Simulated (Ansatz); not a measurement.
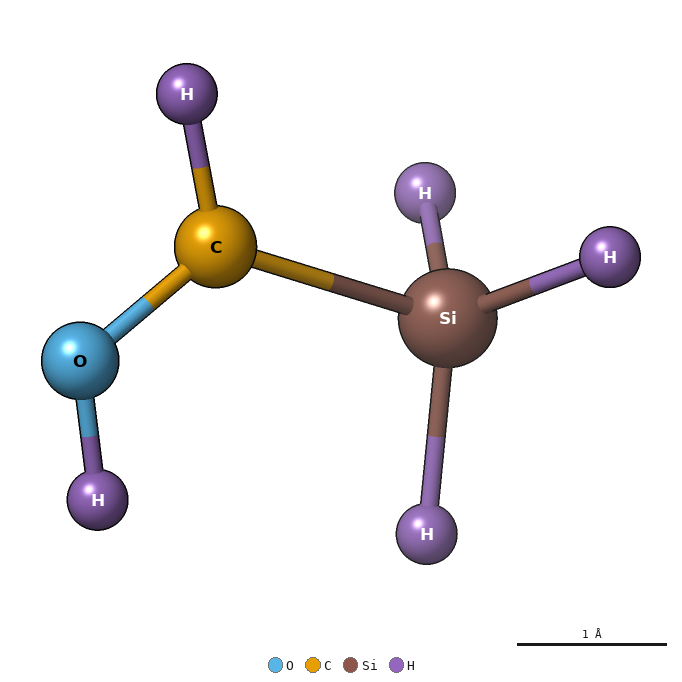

A ball-and-stick model of a molecule.

State: charge +1, singlet. The computed structure is the end point of a PBE0-D4/def2-TZVP optimisation. No frequency run is at hand to confirm it as a minimum.

Description:

Formula CH₅OSi⁺. SMILES: `O[CH+][SiH3]`. It has no ring. Among its groups: Si–H bond. The point group is Cs. Coordination: 1 O bent; 1 C trigonal planar; 1 Si tetrahedral.
